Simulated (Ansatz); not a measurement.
Cell of (InSb)9/(CdTe)3 zinc blende (110) superlattice on InSb (the substrate's cell is 0.3 % off cubic on its mesh, so the two in-plane strains differ), with its geometry taken from a PBE run:

```xyz
24
Lattice="4.6965 0.0000 0.0000 0.0000 6.6248 0.0000 0.0000 0.0000 28.1870" Properties=species:S:1:pos:R:3 pbc="T T T"
In     0.0000     0.0400     0.0793
Sb     2.3482     1.6665    -0.0307
In     2.3482     3.2479     2.3466
Sb     0.0000     4.9106     2.3505
In     0.0000    -0.0471     4.6945
Sb     2.3482     1.6131     4.7067
In     2.3482     3.2657     7.0536
Sb     0.0000     4.9261     7.0487
In     0.0000    -0.0480     9.4017
Sb     2.3482     1.6127     9.4017
In     2.3482     3.2657    11.7498
Sb     0.0000     4.9261    11.7547
In     0.0000    -0.0471    14.1089
Sb     2.3482     1.6131    14.0967
In     2.3482     3.2479    16.4568
Sb     0.0000     4.9106    16.4529
In     0.0000     0.0400    18.7241
Sb     2.3482     1.6665    18.8341
Cd     2.3482     3.3691    21.0886
Te     0.0000     5.0639    21.1645
Cd     0.0000     0.1529    23.4952
Te     2.3482     1.7934    23.4952
Cd     2.3482     3.3691    25.9018
Te     0.0000     5.0639    25.8259
```

These are HSE06 (plane waves to 420 eV, PAW; Ansatz, a program for electronic structure) values and carry that method's errors. No spin–orbit coupling. Its k-point mesh 4×3×1, Fermi–Dirac width 0.01 eV. HSE06 ran on meshes of its own (4×3×1); its edges and gaps are taken over the mesh and over extra points off it, mostly where PBE has its edges.

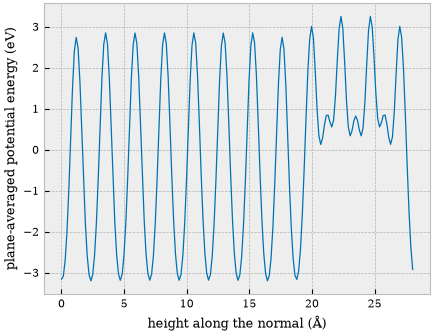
Figure. Smooth (PAW) electrostatic potential energy of an electron, averaged over planes, about its mean

The curve spans 6.5 eV over the stretch drawn.
